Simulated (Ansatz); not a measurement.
# Gate voltage at the highest density: bismuthene monolayer

A layer charged from two gates alike needs a voltage that grows with the carrier density; the slope is e over the total capacitance.

How it was computed: Ansatz 0.2.0, plane waves with PAW datasets (its set soft_2), PBE-D3(BJ); isolated slab, charged sheets 6 Å from the outer atoms behind model barriers, atoms held, Fermi-Dirac smearing of 0.05 eV. The voltage is that of the gates (their mean) against the layer's Fermi level, from the uncharged case, which has a gap of 0.59 eV.

```
  run  added electrons (10¹³ per cm²)  gate voltage (V)
run 1                            0.50              0.53
run 2                            2.00              1.19
run 3                            6.00                 ?
```

Q: Estimate the withheld value from the rows shown.

Two rows fix a line: slope = (1.19 − 0.53) / (2.00 − 0.50) = 0.4400, intercept 0.3100. The capacitance is 1.602/0.4400 = 3.64 µF/cm², against 2.95 µF/cm² for plates 6 Å apart in vacuum on both sides; it is the larger, as where the added charge has its centre outside the outer atoms (not examined here). The intercept is mostly the shift of the Fermi level from inside the gap to the band edge. At 6.00 it gives 0.4400 × 6.00 + 0.3100 = 2.95 V, beyond the rows fitted. Rounding of the rows alone allows about ±0.032 V there; two rows can't show whether the line holds.

The run itself gives 2.77 V: a miss of −0.18 V, or 6.5 % of the value. The capacitance rises towards the highest density.

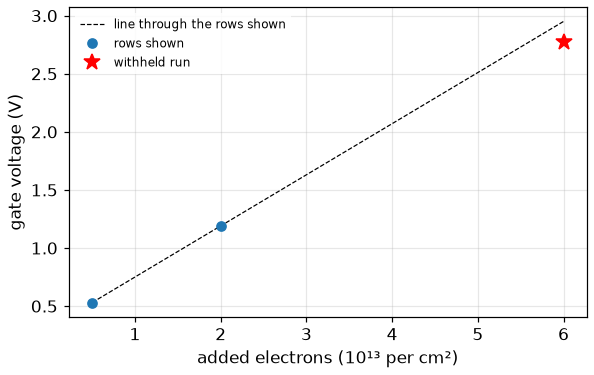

The fit and the withheld run.

**Limits.** The gates are model sheets, not atoms, and low densities sample few k-points. Spin-orbit coupling is left out, which changes the bands of elements this heavy.

[Logs are printed without paths, hosts, clocks, repeated set-up lines and the standing remarks that a program may print on its own settings, such as how far it seeks lower states.]
